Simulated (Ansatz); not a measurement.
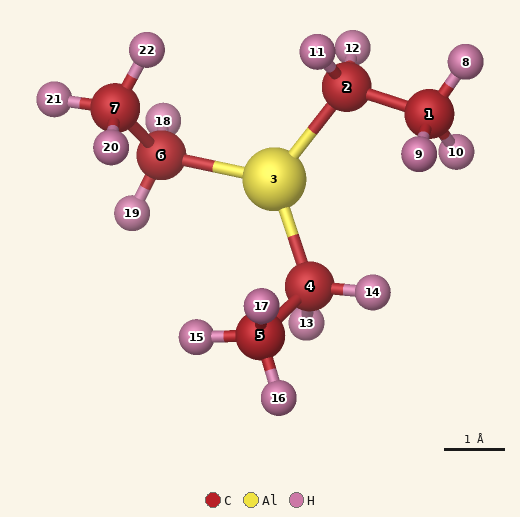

**Figure 1.** The starting structure (ball-and-stick view, seen at a tilt; atoms are numbered from 1 in the order of the input). Sticks mark near contacts.

# Run report: C₆H₁₅Al, geometry relaxation (part 1 of 3)

The run: geometry relaxation of C₆H₁₅Al. Method and program: RKS PBE-D4/def2-SVP (Ansatz 0.2.0).

The geometry: force-field start. Figures and captions count atoms from 1; the log counts them from 0 in places.

### The program's output
```
Functional definition: PBE
  name "PBE"
  cite "Perdew, Burke & Ernzerhof, Phys. Rev. Lett. 77, 3865 (1996) doi:10.1103/PhysRevLett.77.3865"
  parent pbe
  parameter kappa = 0.804
  parameter beta = 0.06672455060314922
  exchange = pbe_x(kappa = kappa, mu = beta*pi^2/3)
  correlation = pbe_c(beta = beta)
2011 factors; their error is unknown
mean field evaluation 1: about -13015.6256 eV, gradient 1.0e2 eV
mean field evaluation 2: about -12964.8234 eV, gradient 1.6e2 eV
mean field evaluation 4: about -13043.4743 eV, gradient 6.9e0 eV
mean field evaluation 8: about -13043.6034 eV, gradient 2.3e-1 eV
mean field evaluation 16: about -13043.5120 eV, gradient 8.2e-4 eV
mean field -13043.51199943 eV, -479.3402247692 hartree, gradient 1.7e-5 eV, S^2 0.000000; 0 other end points of the search recorded, 0 dependent functions left out
the calculation of the forces begins
reference -13043.51204402 eV, -479.3402264077 hartree; 32, 32 occupied and 145, 145 virtual orbitals, 2011 factors
relax step   1: F+E_penalty+E_count = -13043.95694153 eV  Δ(F+E_penalty+E_count) = +0.000e0 eV  max|allowed force component| = 3.036e0 eV/Å  Δτ_max = 0.0000 Å  (29 SCF iters, accepted)
these checks for a lower state are left out or cut short: starts, cluster_reference, orbital_swaps, neighbouring_geometries, increment
2011 factors; their error is unknown
mean field -13043.93666330 eV, -479.3558308785 hartree, gradient 1.4e-5 eV, S^2 0.000000; 0 other end points of the search recorded, 0 dependent functions left out
[... from here on the field's lines of each further geometry are left out, up to the last ...]
relax step   2: F+E_penalty+E_count = -13044.37628374 eV  Δ(F+E_penalty+E_count) = -4.193e-1 eV  max|allowed force component| = 1.204e0 eV/Å  Δτ_max = 0.1465 Å  (29 SCF iters, accepted)
relax step   3: F+E_penalty+E_count = -13044.41157857 eV  Δ(F+E_penalty+E_count) = -3.529e-2 eV  max|allowed force component| = 3.433e-1 eV/Å  Δτ_max = 0.2000 Å  (28 SCF iters, accepted)
relax step   4: F+E_penalty+E_count = -13044.43347908 eV  Δ(F+E_penalty+E_count) = -2.190e-2 eV  max|allowed force component| = 6.139e-2 eV/Å  Δτ_max = 0.0748 Å  (28 SCF iters, accepted)
relax step   5: F+E_penalty+E_count = -13044.43660883 eV  Δ(F+E_penalty+E_count) = -3.130e-3 eV  max|allowed force component| = 1.747e-2 eV/Å  Δτ_max = 0.0796 Å  (28 SCF iters, accepted)
relax step   6: F+E_penalty+E_count = -13044.43589735 eV  Δ(F+E_penalty+E_count) = +7.115e-4 eV  max|allowed force component| = 2.428e-1 eV/Å  Δτ_max = 0.1977 Å  (28 SCF iters, rejected (line search))
relax step   7: F+E_penalty+E_count = -13044.43952543 eV  Δ(F+E_penalty+E_count) = -2.917e-3 eV  max|allowed force component| = 2.168e-2 eV/Å  Δτ_max = 0.0963 Å  (28 SCF iters, accepted)
relax step   8: F+E_penalty+E_count = -13044.44162950 eV  Δ(F+E_penalty+E_count) = -2.104e-3 eV  max|allowed force component| = 8.776e-2 eV/Å  Δτ_max = 0.0978 Å  (28 SCF iters, accepted)
relax step   9: F+E_penalty+E_count = -13044.44286179 eV  Δ(F+E_penalty+E_count) = -1.232e-3 eV  max|allowed force component| = 1.437e-1 eV/Å  Δτ_max = 0.0777 Å  (28 SCF iters, accepted)
relax step  10: F+E_penalty+E_count = -13044.44491537 eV  Δ(F+E_penalty+E_count) = -2.054e-3 eV  max|allowed force component| = 1.168e-1 eV/Å  Δτ_max = 0.0468 Å  (29 SCF iters, accepted)
relax step  11: F+E_penalty+E_count = -13044.44578522 eV  Δ(F+E_penalty+E_count) = -8.699e-4 eV  max|allowed force component| = 2.151e-1 eV/Å  Δτ_max = 0.1963 Å  (28 SCF iters, accepted)
relax step  12: F+E_penalty+E_count = -13044.45059710 eV  Δ(F+E_penalty+E_count) = -4.812e-3 eV  max|allowed force component| = 1.762e-1 eV/Å  Δτ_max = 0.0456 Å  (28 SCF iters, accepted)
relax step  13: F+E_penalty+E_count = -13044.45589309 eV  Δ(F+E_penalty+E_count) = -5.296e-3 eV  max|allowed force component| = 3.854e-2 eV/Å  Δτ_max = 0.0599 Å  (28 SCF iters, accepted)
relax step  14: F+E_penalty+E_count = -13044.45977137 eV  Δ(F+E_penalty+E_count) = -3.878e-3 eV  max|allowed force component| = 6.554e-2 eV/Å  Δτ_max = 0.1279 Å  (27 SCF iters, accepted)
relax step  15: F+E_penalty+E_count = -13044.45573269 eV  Δ(F+E_penalty+E_count) = +4.039e-3 eV  max|allowed force component| = 2.553e-1 eV/Å  Δτ_max = 0.1932 Å  (27 SCF iters, rejected (line search))
relax step  16: F+E_penalty+E_count = -13044.45032480 eV  Δ(F+E_penalty+E_count) = +9.447e-3 eV  max|allowed force component| = 3.031e-1 eV/Å  Δτ_max = 0.0966 Å  (29 SCF iters, rejected (line search))
relax step  17: F+E_penalty+E_count = -13044.46225781 eV  Δ(F+E_penalty+E_count) = -2.486e-3 eV  max|allowed force component| = 1.208e-2 eV/Å  Δτ_max = 0.0474 Å  (28 SCF iters, accepted)
relax step  18: F+E_penalty+E_count = -13044.46565262 eV  Δ(F+E_penalty+E_count) = -3.395e-3 eV  max|allowed force component| = 4.704e-2 eV/Å  Δτ_max = 0.0971 Å  (27 SCF iters, accepted)
relax step  19: F+E_penalty+E_count = -13044.46891064 eV  Δ(F+E_penalty+E_count) = -3.258e-3 eV  max|allowed force component| = 1.184e-1 eV/Å  Δτ_max = 0.1464 Å  (28 SCF iters, accepted)
relax step  20: F+E_penalty+E_count = -13044.47171078 eV  Δ(F+E_penalty+E_count) = -2.800e-3 eV  max|allowed force component| = 1.181e-1 eV/Å  Δτ_max = 0.0718 Å  (27 SCF iters, accepted)
relax step  21: F+E_penalty+E_count = -13044.47541885 eV  Δ(F+E_penalty+E_count) = -3.708e-3 eV  max|allowed force component| = 1.166e-1 eV/Å  Δτ_max = 0.1235 Å  (28 SCF iters, accepted)
relax step  22: F+E_penalty+E_count = -13044.47747055 eV  Δ(F+E_penalty+E_count) = -2.052e-3 eV  max|allowed force component| = 1.501e-1 eV/Å  Δτ_max = 0.1064 Å  (27 SCF iters, accepted)
relax step  23: F+E_penalty+E_count = -13044.47992463 eV  Δ(F+E_penalty+E_count) = -2.454e-3 eV  max|allowed force component| = 1.236e-1 eV/Å  Δτ_max = 0.0358 Å  (28 SCF iters, accepted)
relax step  24: F+E_penalty+E_count = -13044.48247217 eV  Δ(F+E_penalty+E_count) = -2.548e-3 eV  max|allowed force component| = 5.677e-2 eV/Å  Δτ_max = 0.0461 Å  (28 SCF iters, accepted)
relax step  25: F+E_penalty+E_count = -13044.48438898 eV  Δ(F+E_penalty+E_count) = -1.917e-3 eV  max|allowed force component| = 4.085e-2 eV/Å  Δτ_max = 0.0789 Å  (28 SCF iters, accepted)
relax step  26: F+E_penalty+E_count = -13044.48563857 eV  Δ(F+E_penalty+E_count) = -1.250e-3 eV  max|allowed force component| = 7.273e-2 eV/Å  Δτ_max = 0.1035 Å  (27 SCF iters, accepted)
the calculation of the forces begins
reference -13044.04928123 eV, -479.3599695109 hartree; 32, 32 occupied and 145, 145 virtual orbitals, 2011 factors
relax step  27: F+E_penalty+E_count = -13044.48658880 eV  Δ(F+E_penalty+E_count) = -9.502e-4 eV  max|allowed force component| = 2.541e-2 eV/Å  Δτ_max = 0.0306 Å  (29 SCF iters, accepted)
```

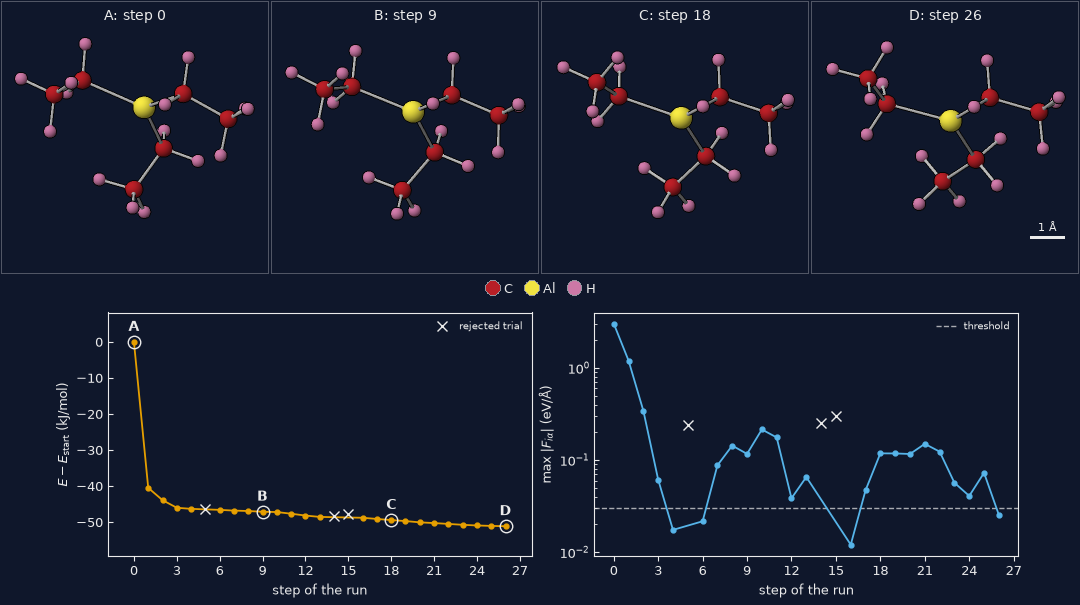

**Figure 2.** Frames of the relaxation (ball-and-stick view, seen at a tilt) above the curves, on which the letters mark them (the first geometry is step 0 here and step 1 in the log).

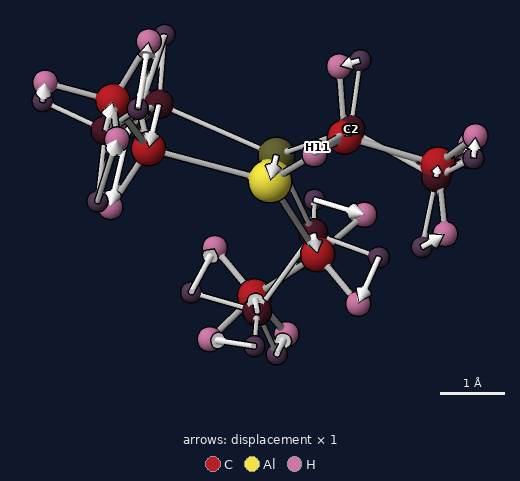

**Figure 3.** Start (faint) and end (solid) with the displacements as white arrows, at true length (ball-and-stick view, seen at a tilt). The two geometries are laid on each other by the best rigid fit. The atom that moves furthest after the best rigid fit is H19 (1.60 Å). By element the largest moves are H 1.60 Å, C 0.76 Å, Al 0.46 Å. Distances before and after: C4–H13 1.212 → 1.118 Å, Al3–C4 1.902 → 1.984 Å, Al3–C6 2.021 → 1.984 Å, C1–H8 1.080 → 1.112 Å. Among the angles that change: H8–C1–H9 115.5° → 106.7°, Al3–C4–H14 114.8° → 108.0°, C6–C7–H21 106.2° → 112.8°. After 26 geometry steps the energy has fallen by 51.1 kJ/mol. Largest force component: 3 eV/Å at the start, 0.025 eV/Å at the end. The line search rejected the trial steps at points 5, 14, 15 (counted from 0) and went back. (Atoms are counted from 1 in the order of the input.)

```
2011 factors; their error is unknown
mean field -13044.04923611 eV, -479.3599678530 hartree, gradient 2.1e-5 eV, S^2 0.000000; 1 other end points of the search recorded, 0 dependent functions left out
the calculation of the forces begins
reference -13044.04928123 eV, -479.3599695109 hartree; 32, 32 occupied and 145, 145 virtual orbitals, 2011 factors
Total energy: -13044.48663392 eV, -479.3760419258 hartree
Atom 0 at     1.073673    -2.245661    -1.703001 Å, force     0.000674     0.000371    -0.000629 eV/Å
Atom 1 at     1.401883    -0.874561    -1.091408 Å, force    -0.002664     0.006340    -0.010357 eV/Å
Atom 2 at    -0.021511     0.021160    -0.039923 Å, force     0.006547    -0.004148     0.021034 eV/Å
Atom 3 at    -1.803213    -0.829177     0.151832 Å, force    -0.015094    -0.000793    -0.007588 eV/Å
Atom 4 at    -2.795611    -0.175113     1.127784 Å, force     0.009770     0.002305    -0.005903 eV/Å
Atom 5 at     0.323088     1.795862     0.777114 Å, force    -0.006391     0.011667    -0.004209 eV/Å
Atom 6 at     1.767847     2.321675     0.740976 Å, force    -0.009107    -0.006962    -0.003468 eV/Å
Atom 7 at     1.919663    -2.674040    -2.283322 Å, force    -0.000289    -0.000231     0.000111 eV/Å
Atom 8 at     0.808498    -2.992644    -0.925043 Å, force    -0.000614    -0.000518     0.000553 eV/Å
Atom 9 at     0.205234    -2.193528    -2.393442 Å, force     0.000634    -0.000930     0.000603 eV/Å
Atom 10 at     2.304408    -0.943358    -0.438608 Å, force    -0.001308     0.000201     0.002717 eV/Å
Atom 11 at     1.715298    -0.158100    -1.888307 Å, force     0.001936    -0.002734     0.000546 eV/Å
Atom 12 at    -2.242420    -0.870981    -0.875228 Å, force     0.003973    -0.004113     0.022429 eV/Å
Atom 13 at    -1.646588    -1.903688     0.409688 Å, force    -0.004098     0.025406    -0.002875 eV/Å
Atom 14 at    -2.992053     0.887959     0.869911 Å, force     0.007502    -0.023288     0.003269 eV/Å
Atom 15 at    -3.781696    -0.688156     1.148333 Å, force    -0.000305     0.002203     0.003242 eV/Å
Atom 16 at    -2.412146    -0.177589     2.170872 Å, force    -0.005356     0.002075    -0.020847 eV/Å
Atom 17 at    -0.361234     2.513271     0.260184 Å, force     0.017720    -0.012999     0.017130 eV/Å
Atom 18 at    -0.064447     1.777916     1.823561 Å, force     0.013788    -0.001606    -0.025131 eV/Å
Atom 19 at     2.462210     1.661361     1.304058 Å, force    -0.015138     0.014894    -0.011854 eV/Å
Atom 20 at     1.866324     3.338952     1.178794 Å, force     0.010242    -0.005742    -0.001387 eV/Å
Atom 21 at     2.163492     2.378241    -0.296125 Å, force    -0.012421    -0.001398     0.022613 eV/Å
Dipole moment:    -0.002588     0.003190    -0.006287 e Å
```

### Trajectory as extended XYZ (Å, eV, eV/Å), 22 of the 27 frames kept, from step=1 to step=27
```
22
Properties=species:S:1:pos:R:3:forces:R:3 step=1 energy=-13043.95694
C     0.9560   -2.3327   -1.5332   -1.7256   1.5418   0.1531
C     1.3725   -0.8725   -1.2525   -0.3861  -0.0196   0.7046
Al   -0.1079    0.2324   -0.4392    1.4731   0.7299  -0.4331
C    -1.7998   -0.5533   -0.0659   -3.0362   0.4519  -0.9165
C    -2.1958   -0.5398    1.4069    0.5970   0.6526   0.3644
C     0.2922    2.1398    0.0960   -0.0555  -1.3168   0.0843
C     1.4453    2.2068    1.1220   -0.6720  -0.4415  -0.2367
H     1.7774   -2.8492   -2.0065    0.4886  -0.9661  -0.2791
H     0.5999   -2.7757   -0.5637    0.3088  -0.3168  -0.6142
H     0.0570   -2.2711   -2.2332    0.7214  -0.5832   0.4440
H     2.2266   -0.8989   -0.5295    0.0397   0.3188  -0.2302
H     1.7164   -0.3718   -2.1780    0.2591   0.0982  -0.0772
H    -2.6853    0.0433   -0.6384    1.7144  -1.0399   0.7419
H    -1.9095   -1.6019   -0.4059    0.1229  -0.0736  -0.3645
H    -2.2075    0.4991    1.7998    0.0414   0.0299   0.1357
H    -3.1940   -0.9432    1.6133   -0.3259  -0.3599   0.0663
H    -1.4355   -1.0917    1.9943   -0.1642  -0.1411   0.3079
H     0.5596    2.7141   -0.7974   -0.0376   0.4039  -0.4300
H    -0.6306    2.5487    0.5367   -0.2349   0.3609  -0.0053
H     1.1035    1.6645    2.0512    0.6425   0.2347  -0.3151
H     1.5725    3.2737    1.3732    0.5857   0.0767   0.2974
H     2.3777    1.7492    0.6787   -0.3564   0.3592   0.6023
22
Properties=species:S:1:pos:R:3:forces:R:3 step=2 energy=-13044.37628
C     0.9604   -2.3431   -1.5668   -0.6610   0.5312   0.0910
C     1.3475   -0.8728   -1.2526   -0.3073  -0.1693   0.0852
Al   -0.1077    0.2512   -0.4607    0.6736   0.1619  -0.0412
C    -1.8319   -0.5477   -0.0589   -1.2038   0.1681  -0.4006
C    -2.2045   -0.5241    1.4374    0.1418   0.1539   0.0202
C     0.2702    2.1383    0.0921    0.1792  -0.4205   0.2685
C     1.4215    2.2400    1.1293   -0.2046  -0.1282  -0.0162
H     1.7928   -2.9042   -2.0166    0.2144  -0.2735  -0.0564
H     0.6122   -2.8716   -0.6474    0.2010  -0.0067  -0.1540
H     0.0916   -2.4055   -2.2801    0.3885   0.0696   0.2113
H     2.2104   -0.8407   -0.5425   -0.0300  -0.0058  -0.0901
H     1.7179   -0.3629   -2.1683    0.0954   0.0229  -0.0687
H    -2.6244    0.0282   -0.6549    0.5423  -0.3388   0.4830
H    -1.9230   -1.5834   -0.4558    0.1194  -0.0133   0.0285
H    -2.1934    0.5056    1.8595    0.0208  -0.0238  -0.0500
H    -3.2156   -0.9284    1.6307   -0.1365  -0.0972   0.0485
H    -1.4916   -1.1194    2.0501   -0.0549  -0.0152  -0.0174
H     0.5345    2.7197   -0.8124    0.0272   0.1749  -0.1375
H    -0.6506    2.5976    0.5082   -0.0644   0.0650  -0.0405
H     1.1679    1.7159    2.0846    0.0679   0.0670  -0.2088
H     1.6434    3.2933    1.4084    0.0672  -0.0143  -0.0340
H     2.3632    1.7841    0.7455   -0.0761   0.0922   0.0793
22
Properties=species:S:1:pos:R:3:forces:R:3 step=3 energy=-13044.41158
C     1.0141   -2.3009   -1.5919    0.1371  -0.0419  -0.0269
C     1.3633   -0.8392   -1.2545   -0.0427  -0.2275   0.1263
Al   -0.0829    0.1731   -0.3449   -0.0492   0.2852  -0.3433
C    -1.9045   -0.5552   -0.0077    0.0723  -0.1105   0.1733
C    -2.3298   -0.5328    1.4785    0.0517  -0.0446   0.0071
C     0.3148    2.0700    0.0852   -0.0240  -0.0057   0.2065
C     1.4628    2.2396    1.1051   -0.0448   0.1151  -0.0141
H     1.8600   -2.8486   -2.0636   -0.0262  -0.0013  -0.0021
H     0.7242   -2.8830   -0.6891    0.0204   0.0495  -0.0308
H     0.1573   -2.3719   -2.2941   -0.0157   0.0124  -0.0100
H     2.2711   -0.7997   -0.6034   -0.0572  -0.0015  -0.0247
H     1.6772   -0.2836   -2.1721   -0.0974  -0.0073   0.0742
H    -2.6299    0.0489   -0.6010    0.0483   0.0379  -0.0327
H    -1.9838   -1.5870   -0.4145   -0.0158  -0.0291   0.0093
H    -2.2802    0.4926    1.9074   -0.0183  -0.0427  -0.0145
H    -3.3691   -0.9002    1.6360    0.0454   0.0421  -0.0244
H    -1.6739   -1.1742    2.1115   -0.0514   0.0561  -0.0607
H     0.5796    2.5946   -0.8640   -0.0054  -0.0486   0.0336
H    -0.6075    2.5752    0.4538    0.0577   0.0072   0.0041
H     1.2313    1.7640    2.0837   -0.0075   0.0035  -0.0310
H     1.6895    3.3075    1.3253    0.0077  -0.0456  -0.0200
H     2.4070    1.7804    0.7430    0.0153  -0.0027   0.0008
```
